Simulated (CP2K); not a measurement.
# BSiNH2ClOF (SMILES N[Si]1(Cl)OB1F) at GFN1-xTB

What is the energy difference between two shapes of BSiNH2ClOF at GFN1-xTB? 

The calculation is run with CP2K 2026.2.

3 further runs of the same task are left out: 1 that didn't finish, 2 set aside as unsound or not needed.

**1. Starting point**

The species is BSiNH2ClOF (8 atoms), meant as a singlet with charge 0. As SMILES, `N[Si]1(Cl)OB1F`. Geometry: a rough force-field guess. This is one conformer, not always the lowest.

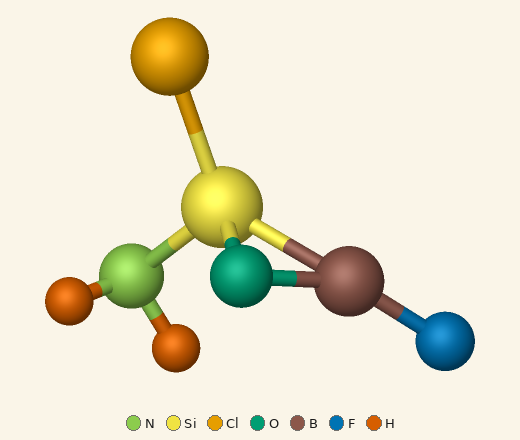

The structure, seen from a chosen angle (nitrogen green, silicon yellow, chlorine amber, oxygen teal, boron brown, fluorine blue, hydrogen orange).

**2. Energy and gradient at GFN1-xTB**

Input file molecule.xyz:

```xyz
8

N     -0.622000    -1.420000     0.516400
Si     0.543400    -0.070800     0.398700
Cl     2.482300    -0.583600     0.878200
O      0.617700     0.543200    -1.166500
B      0.040700     1.677900    -0.429300
F     -0.952100     2.743700    -0.283600
H     -1.574700    -0.936500     0.325400
H     -0.443300    -2.010900    -0.295100
```

Input file job.inp:

```
&GLOBAL
   PROJECT_NAME job
   RUN_TYPE ENERGY_FORCE
   PRINT_LEVEL MEDIUM
&END
&FORCE_EVAL
   METHOD QS
   &DFT
      &QS
         METHOD XTB
         EPS_DEFAULT 1.0E-10
         &XTB
            GFN_TYPE TBLITE
            &TBLITE
               METHOD GFN1
            &END
            CHECK_ATOMIC_CHARGES F
         &END
      &END
      &POISSON
         PERIODIC NONE
         POISSON_SOLVER ANALYTIC
      &END
      &SCF
         SCF_GUESS ATOMIC
         EPS_SCF 1.0E-07
         MAX_SCF 150
         ADDED_MOS 2
         &DIAGONALIZATION
            ALGORITHM STANDARD
         &END
         &MIXING
            METHOD DIRECT_P_MIXING
            ALPHA 0.4
         &END
      &END
      &PRINT
         &MOMENTS
            PERIODIC F
            REFERENCE COM
            MAX_MOMENT 1
         &END
         &MO ON
            ENERGIES T
            OCCUPATION_NUMBERS T
            NDIGITS 6
            &EACH
               QS_SCF 0
            &END
            ADD_LAST NUMERIC
         &END
         &HIRSHFELD OFF
         &END
      &END
   &END
   &SUBSYS
      &CELL
         ABC 12.1 12.8 10
         PERIODIC NONE
      &END
      &TOPOLOGY
         COORD_FILE_NAME molecule.xyz
         COORD_FILE_FORMAT XYZ
         &CENTER_COORDINATES
         &END
      &END
   &END
   &PRINT
      &FORCES ON
      &END
   &END
&END
```

On the command line:

```sh
$ OMP_NUM_THREADS=1 cp2k.psmp -i job.inp > job.out 2>&1
```

Log:

```text
CP2K| version string:                                       CP2K version 2026.2
[...]
 GLOBAL| Method name                                                        CP2K
[...]
 GLOBAL| Run type                                                   ENERGY_FORCE
[...]
                             - Atoms:                                          8
[...]
                             - Spherical basis functions:                     38
[...]
 Number of electrons:                                                         34
[...]
  *** SCF run converged in    19 steps ***
[...]
  Fermi energy:                                                -0.32378154775060
[...]
 TB_DIPOLE| Moment [Debye]         -0.48942553      -0.22863026       1.02514641
 TB_DIPOLE| Derivative [a.u.]       0.00000000       0.00000000       0.00000000
[...]
 ENERGY| Total FORCE_EVAL ( QS ) energy [hartree]            -21.752765329720301
 FORCES| Atomic forces [hartree/bohr]
 FORCES|   Atom     x               y               z               |f|
 FORCES|      1 -2.19798186E-02  3.60358648E-02 -1.55743589E-02   4.49917396E-02
 FORCES|      2  9.62275182E-03  1.33217706E-02  2.24648617E-02   2.78340966E-02
 FORCES|      3 -1.73473499E-02  2.15240574E-04 -7.77253259E-04   1.73660876E-02
 FORCES|      4 -2.21164049E-02  5.07582760E-02 -4.13057990E-02   6.90775432E-02
 FORCES|      5 -1.89745415E-02 -2.99162522E-02  5.30979830E-02   6.38311144E-02
 FORCES|      6  4.37073275E-02 -3.91903323E-02 -3.18877426E-02   6.68059934E-02
 FORCES|      7  3.20231136E-02 -2.65222308E-02  8.92358796E-03   4.25269204E-02
 FORCES|      8 -4.93507803E-03 -4.70233663E-03  5.05872108E-03   8.48867622E-03
 FORCES| Sum    -1.73472348E-17 -8.76035355E-17 -7.11236625E-17
 FORCES| Total atomic force                                       1.14166025E-16
[...]
```

Run time: 0.49 s. Hardware: 1 thread of Arm Neoverse N1, shared host; peak memory 0.14 GiB.

**3. The distorted shape at the same level**

Input file molecule.xyz:

```xyz
8

N     -0.634238    -1.418588     0.542893
Si     0.513099    -0.066977     0.426325
Cl     2.505325    -0.569601     0.850718
O      0.621848     0.581193    -1.188033
B      0.038520     1.698216    -0.456556
F     -0.941566     2.751343    -0.304557
H     -1.564647    -0.942885     0.304828
H     -0.452605    -2.006237    -0.314683
```

Input file molecule.inp:

```
&GLOBAL
    PROJECT_NAME molecule
    RUN_TYPE ENERGY_FORCE
    PRINT_LEVEL MEDIUM
&END GLOBAL

&FORCE_EVAL
    METHOD Quickstep
    &DFT
        &QS
            METHOD XTB
            EPS_DEFAULT 1.0E-10
            &XTB
                GFN_TYPE TBLITE
                &TBLITE
                    METHOD GFN1
                &END TBLITE
                CHECK_ATOMIC_CHARGES F
            &END XTB
        &END QS
        &POISSON
            PERIODIC NONE
            POISSON_SOLVER ANALYTIC
        &END POISSON
        &SCF
            SCF_GUESS ATOMIC
            EPS_SCF 1.0E-07
            MAX_SCF 150
            ADDED_MOS 2
            &DIAGONALIZATION
                ALGORITHM STANDARD
            &END DIAGONALIZATION
            &MIXING
                METHOD DIRECT_P_MIXING
                ALPHA 0.4
            &END MIXING
        &END SCF
        &PRINT
            &MOMENTS
                PERIODIC F
                REFERENCE COM
                MAX_MOMENT 1
            &END MOMENTS
            &MO ON
                ENERGIES T
                OCCUPATION_NUMBERS T
                NDIGITS 6
                &EACH
                    QS_SCF 0
                &END EACH
                ADD_LAST NUMERIC
            &END MO
            &HIRSHFELD OFF
            &END HIRSHFELD
        &END PRINT
    &END DFT
    &SUBSYS
        &CELL
            ABC 12.1 12.8 10
            PERIODIC NONE
        &END CELL
        &TOPOLOGY
            COORD_FILE_NAME molecule.xyz
            COORD_FILE_FORMAT XYZ
            &CENTER_COORDINATES
            &END CENTER_COORDINATES
        &END TOPOLOGY
    &END SUBSYS
    &PRINT
        &FORCES ON
        &END FORCES
    &END PRINT
&END FORCE_EVAL
```

On the command line:

```sh
$ OMP_NUM_THREADS=1 cp2k.psmp molecule.inp > molecule.out
```

Log:

```text
CP2K| version string:                                       CP2K version 2026.2
[...]
 GLOBAL| Method name                                                        CP2K
[...]
 GLOBAL| Run type                                                   ENERGY_FORCE
[...]
                             - Atoms:                                          8
[...]
                             - Spherical basis functions:                     38
[...]
 Number of electrons:                                                         34
[...]
  *** SCF run converged in    19 steps ***
[...]
  Fermi energy:                                                -0.31993625827549
[...]
 TB_DIPOLE| Moment [Debye]         -0.86281559      -0.16396426       0.98746866
 TB_DIPOLE| Derivative [a.u.]       0.00000000       0.00000000       0.00000000
[...]
 ENERGY| Total FORCE_EVAL ( QS ) energy [hartree]            -21.753162728821000
 FORCES| Atomic forces [hartree/bohr]
 FORCES|   Atom     x               y               z               |f|
 FORCES|      1 -1.53043766E-02  1.77561643E-02 -3.94713325E-02   4.59074221E-02
 FORCES|      2  2.12790044E-02  2.41555088E-02  7.12357784E-03   3.29701379E-02
 FORCES|      3 -2.64062835E-02  1.94921824E-03 -1.96733264E-03   2.65511141E-02
 FORCES|      4 -2.54516874E-02  4.77616793E-02 -2.17983982E-02   5.83449789E-02
 FORCES|      5 -1.49840106E-02 -4.01530759E-02  5.10101574E-02   6.66245168E-02
 FORCES|      6  4.21978439E-02 -3.64206038E-02 -3.10290681E-02   6.37959362E-02
 FORCES|      7  2.40854780E-02 -2.16460059E-02  1.21042519E-02   3.45712704E-02
 FORCES|      8 -5.41596820E-03  6.59711495E-03  2.40281443E-02   2.54991442E-02
 FORCES| Sum     5.37764278E-17  1.24032729E-16 -1.04083409E-17
 FORCES| Total atomic force                                       1.35588921E-16
[...]
```

Run time: 0.51 s. Hardware: 1 thread of Arm Neoverse N1, shared host; peak memory 0.14 GiB.

**4. Results**

Level: GFN1-xTB.

```
                                                  quantity         value
                                 first shape: total energy  -21.75277 Eh
    first shape: dipole moment (from atomic charges alone)        1.16 D
                                  first shape: HOMO energy     -10.46 eV
                                  first shape: LUMO energy      -7.93 eV
                                first shape: HOMO–LUMO gap       2.53 eV
                     first shape: largest force on an atom    3.552 eV/Å
                             distorted shape: total energy  -21.75316 Eh
distorted shape: dipole moment (from atomic charges alone)        1.32 D
                              distorted shape: HOMO energy     -10.43 eV
                              distorted shape: LUMO energy      -7.83 eV
                            distorted shape: HOMO–LUMO gap       2.61 eV
                 distorted shape: largest force on an atom    3.426 eV/Å
                    energy change with the atoms displaced     -0.011 eV
```

In words: With the atoms displaced the energy falls by 0.01 eV (0.2 kcal/mol). The first shape isn't relaxed at this level, so the change isn't measured from a minimum. The largest force (first shape) is 3.55 eV/Å: the shape isn't a stationary point for this species at this level. The dipole (first shape) comes from point charges on the atoms alone, without atomic dipoles, so it is partial. The dipole (distorted shape) comes from point charges on the atoms alone, without atomic dipoles, so it is partial.
